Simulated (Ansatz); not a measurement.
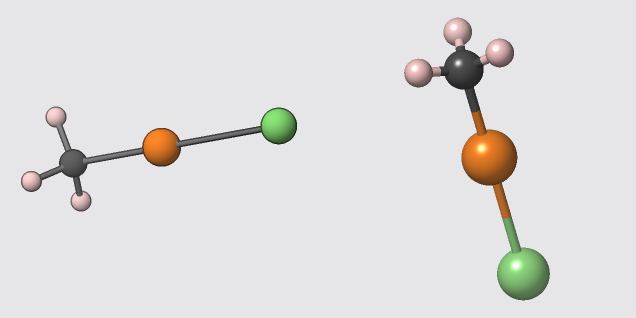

The same structure drawn twice, from different directions. Colours: lithium green, magnesium orange, carbon dark grey, hydrogen pink.

The computed structure is the end point of a PBE0-D4/def2-TZVP optimisation. No frequency run is at hand to confirm it as a minimum.

**Count the atoms of each element.**

CH₃LiMg, 6 atoms: 1 carbon, 3 hydrogen, 1 lithium and 1 magnesium.

**How many bonds of each kind are drawn?**

3 C–H, 1 Li–Mg, 1 C–Mg. Sticks follow a distance rule.

More results for the same structure follow; atom numbers are the same in all pictures, views and colours differ.

### Geometry

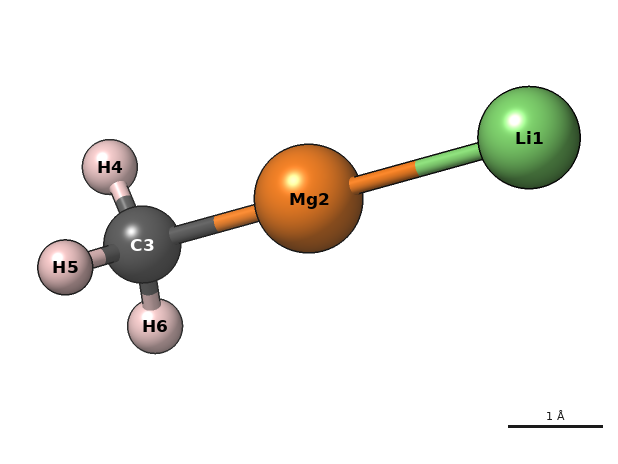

The atoms are numbered. No frequency run is at hand to confirm it as a minimum.

**What is the geometry at Mg2?**

Mg2 has 2 neighbours (Li1 at 2.80, C3 at 2.11 Å); the arrangement is linear.

**Describe the coordination of atom 3.**

C3 has 4 neighbours (Mg2 at 2.11, H4 at 1.10, H5 at 1.10, H6 at 1.10 Å); the arrangement is tetrahedral.

### Electronic properties

No frequency run is at hand to confirm it as a minimum. Method: RKS PBE0-D4/def2-TZVPP (Ansatz 0.2.0).

**Estimate the LUMO energy (Kohn–Sham orbital).**

−1.34 eV.

**Give the HOMO energy (Kohn–Sham orbital) at this level.**

−4.47 eV.

### Charges

The questions are on Mulliken charges. No frequency run is at hand to confirm it as a minimum. Level of theory: RKS PBE0-D4/def2-TZVP (Ansatz 0.2.0).

**Which atom carries the highest charge (most positive or least negative)?**

Li1 (0.35 e).

**And the lowest?**

C3 (−0.83 e).

Give the Mulliken charges atom by atom.

```csv
atom,value (e)
Li1,0.35
Mg2,0.09
C3,−0.83
H4,0.13
H5,0.13
H6,0.13
```

### Dipole moment

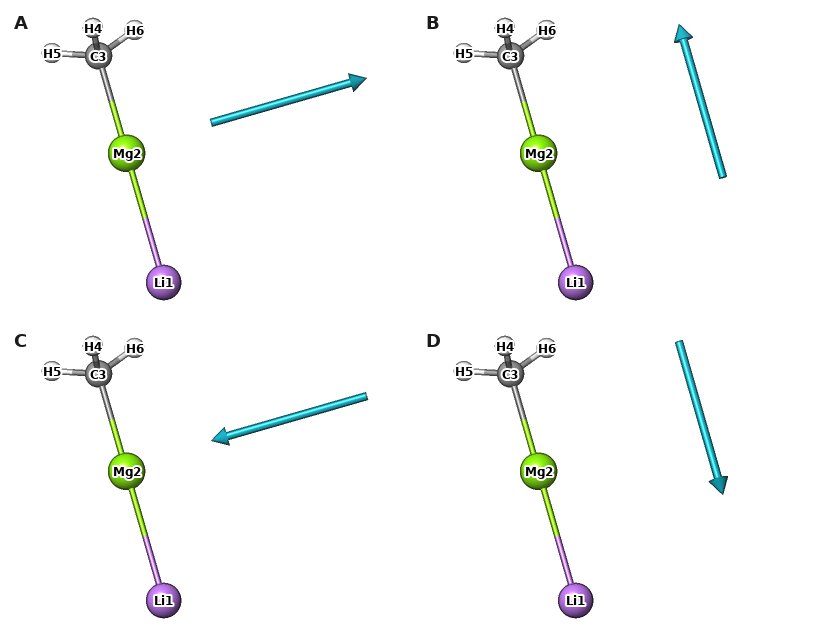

The same molecule four times, each with an arrow. No frequency run is at hand to confirm it as a minimum. Method: RKS PBE0-D4/def2-TZVP (Ansatz 0.2.0).

**Which arrow points along the dipole moment, from the negative to the positive end?**

D. The dipole moment is 5.34 D; it points from the side of H4, H5, H6 to the side of Li1 (the outermost atoms at the two ends).

Mulliken values depend strongly on the basis set and can even reverse the polarity of a bond.
